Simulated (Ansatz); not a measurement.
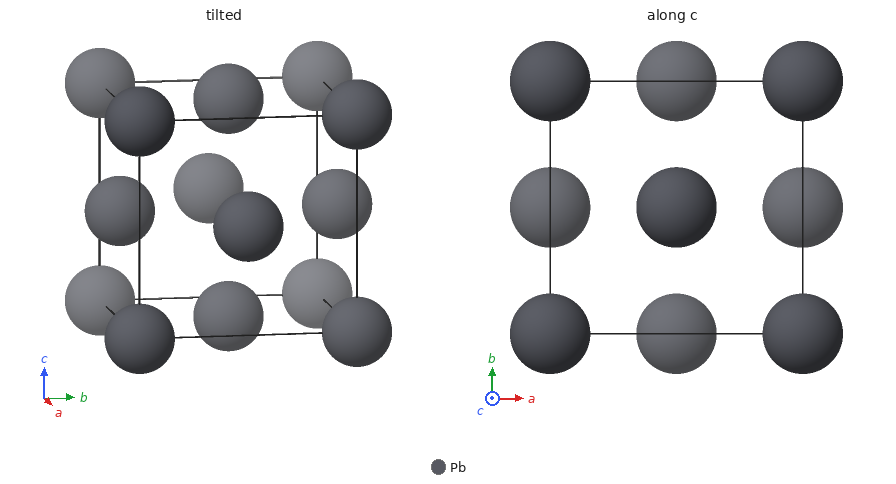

Drawn in the spheres-only manner and seen slightly off an axis and along the c axis. The frame is the conventional unit cell; atoms at its boundary are shown with their periodic copies.

> How many atoms count towards one cell?

4 (lead), counting shared atoms by their share.

> Which of the Bravais lattices applies?

Face-centred cubic.

> Identify the space group.

Fm-3m (No. 225), with Pb on 4a.

> Identify the structure type.

Face-centred cubic (Cu type).

The model was built from the standard structure of this element. Earlier steps of the study may have refined or changed the cell and positions. Ansatz was used for an electronic-structure calculation on it.
